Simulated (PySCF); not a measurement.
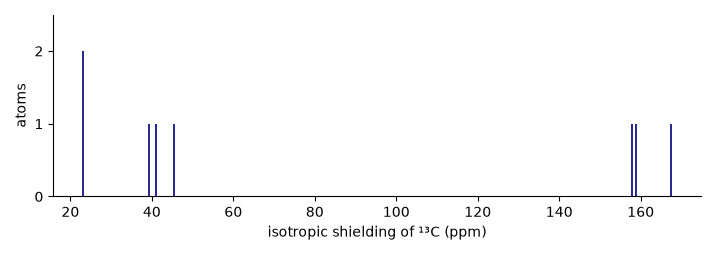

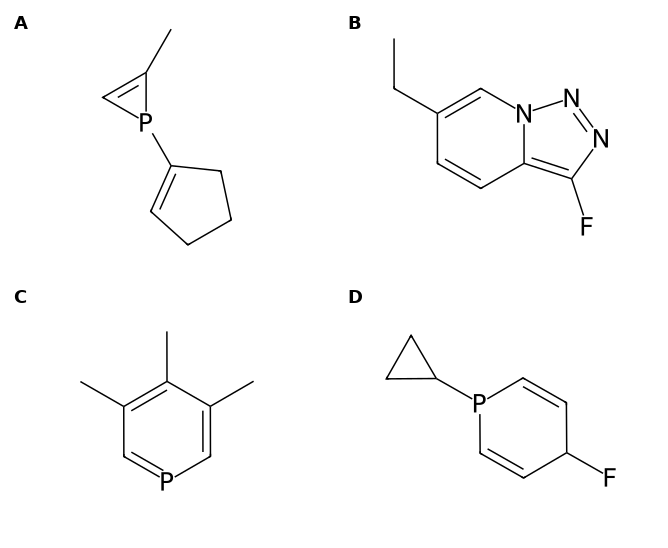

The sticks are computed shieldings of one of the molecules, for one fixed geometry (GFN2-xTB) without averaging over rotations. Low shielding means a high chemical shift. Method: GIAO PBE0/pcSseg-1 NMR shielding, non-relativistic, gas phase (PySCF 2.14.0).

### Which molecule gives this pattern?

C, `Cc1cpcc(C)c1C`. Its 8 C atoms give lines at 23.0 (2 atoms), 39.2, 40.9, 45.4, 157.8, 158.8, 167.5 ppm.

The geometry is semi-empirical. Around P such bond lengths and angles can be off by a tenth of an ångström or more and by several degrees, and values that hang on the shape move with them.
